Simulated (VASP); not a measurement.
Band structure of RhB (relaxed from the CsCl type structure, space group Pm-3m). These are PBEsol GGA, VASP's PBE PAW potentials (set 64) (plane waves; VASP) values and carry that method's errors.

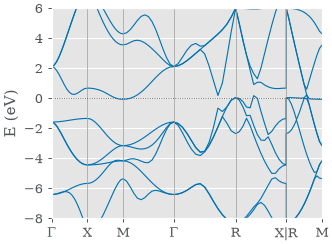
Figure: Bands along high-symmetry lines, zero at the valence-band maximum or, without a gap, the Fermi level

Problem. Read the plot: is there a gap, and where are the band edges?

Solution. It has no gap at this level: it comes out as a metal or semimetal. (Edges off the drawn lines would not show.)

The structure was generated: RhB was put into the CsCl type type (Pm-3m), which need not be its known phase. It was relaxed first, which changed the volume by -24 %.
